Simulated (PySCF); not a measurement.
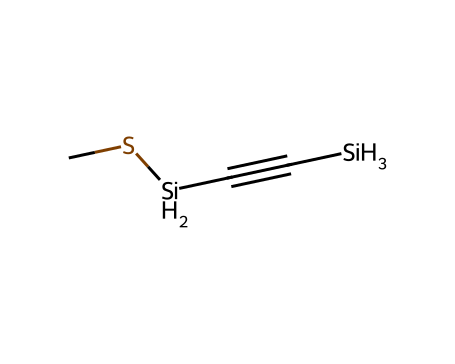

A structural formula.

> Write the SMILES.

CS[SiH2]C#C[SiH3]

> Give the formula, hydrogens included.

C3H8SSi2.

> An optimisation with PBE0-D3(BJ)/def2-SVP gave a structure of which point group?

C1. Other conformers may differ.

The parts below concern this one geometry. Atoms keep their numbers from picture to picture. The geometry was computed by an optimisation with PBE0-D3(BJ)/def2-SVP. No frequency run is at hand to confirm it as a minimum.

## Geometry

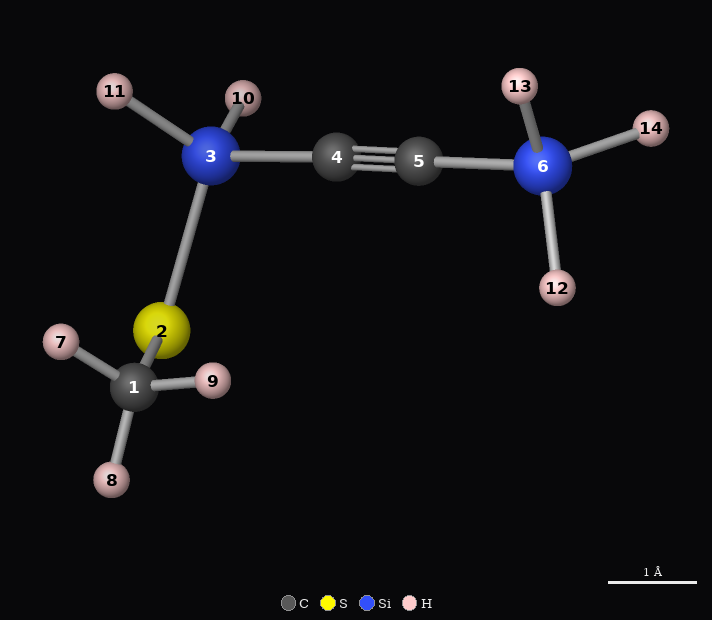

The atoms are numbered. No frequency run is at hand to confirm it as a minimum.

List the bonds and their lengths.

```
   bond  length (Å)   order
  C1–S2       1.822  single
  C1–H7       1.099  single
  C1–H8       1.098  single
  C1–H9       1.099  single
 S2–Si3       2.135  single
 Si3–C4       1.837  single
Si3–H10       1.488  single
Si3–H11       1.493  single
  C4–C5       1.225  triple
 C5–Si6       1.836  single
Si6–H12       1.492  single
Si6–H13       1.491  single
Si6–H14       1.491  single
```

## NMR shielding

The questions are on isotropic NMR shieldings of the H atoms. No frequency run is at hand to confirm it as a minimum. Properties computed with GIAO PBE0/pcSseg-1 NMR shielding, non-relativistic, IEF-PCM acetone (PySCF 2.14.0).

Give the isotropic NMR shieldings of the H atoms atom by atom.

```csv
atom,σ (ppm)
H7,29.14
H8,28.95
H9,28.93
H10,26.39
H11,26.32
H12,27.00
H13,27.04
H14,27.05
```

## Polarisability

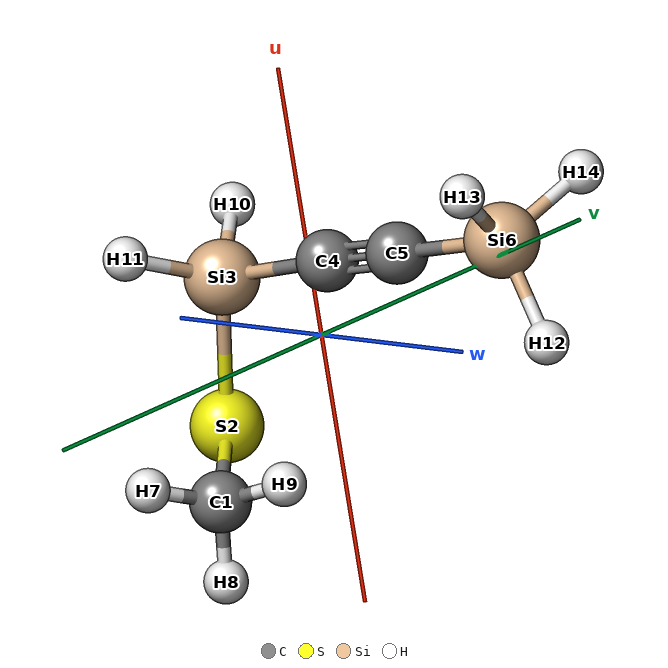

The lines u, v and w are the principal axes of the static dipole polarisability. No frequency run is at hand to confirm it as a minimum. Computed with B3LYP/def2-SVPD (PySCF 2.14.0).

> Along which axis is the molecule most polarisable, and along which least?

Most along v (close to the long direction S2···Si6), least along w.

> Give the three principal values.

u 106.7, v 150.6, w 90.4 bohr³; mean 115.9, anisotropy 54.0 bohr³.

## Levels of theory compared

No frequency run is at hand to confirm it as a minimum. Program: PySCF 2.14.0.

Tabulate HOMO energy (eV) at these levels: B3LYP/def2-SVPD; B3LYP/def2-SVPD in acetone (IEF-PCM); B3LYP/def2-SVPD in dichloromethane (IEF-PCM); BHandHLYP/aug-pcX-1 (pcseg-1 on H) (def2-SVPD on S) (def2-SVPD on Si); PBE0/pcSseg-1 in acetone (IEF-PCM); PBE0/pcSseg-1 in dichloromethane (IEF-PCM).

```json
{"level": "B3LYP/def2-SVPD", "HOMO energy (eV)": "−6.82"}
{"level": "B3LYP/def2-SVPD in acetone (IEF-PCM)", "HOMO energy (eV)": "−6.90"}
{"level": "B3LYP/def2-SVPD in dichloromethane (IEF-PCM)", "HOMO energy (eV)": "−6.88"}
{"level": "BHandHLYP/aug-pcX-1 (pcseg-1 on H) (def2-SVPD on S) (def2-SVPD on Si)", "HOMO energy (eV)": "−8.14"}
{"level": "PBE0/pcSseg-1 in acetone (IEF-PCM)", "HOMO energy (eV)": "−7.18"}
{"level": "PBE0/pcSseg-1 in dichloromethane (IEF-PCM)", "HOMO energy (eV)": "−7.16"}
```

## Excitation

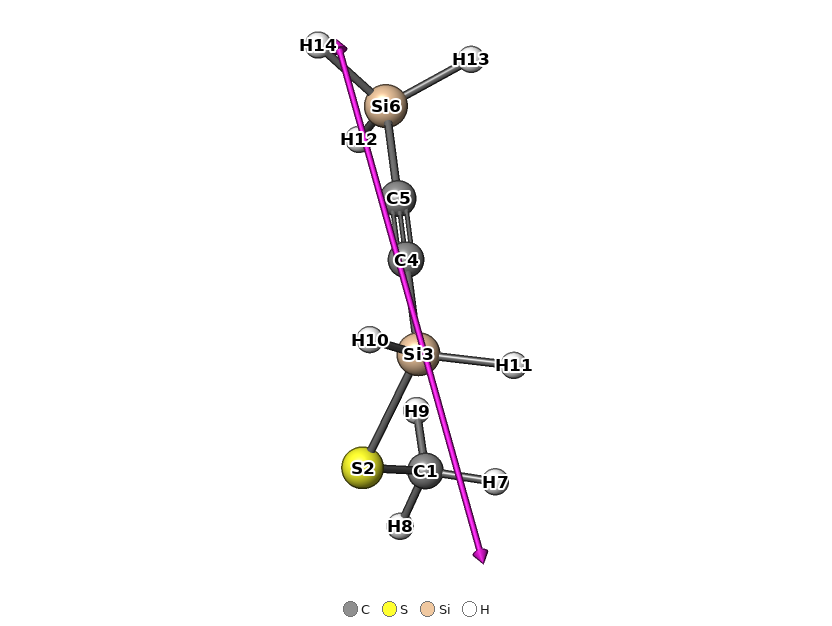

The double arrow shows the direction of the transition dipole to excited singlet state 1 (its length means nothing). No frequency run is at hand to confirm it as a minimum. Method: TDDFT B3LYP/def2-SVPD, vertical, gas phase, core orbitals frozen in the response (PySCF 2.14.0).

> How is the transition polarised?

Close to the long direction S2···Si6.

> Give its energy, strength and character.

4.75 eV (261 nm), oscillator strength 0.018, mainly HOMO → LUMO (weight 0.97); transition dipole 1.01 D.
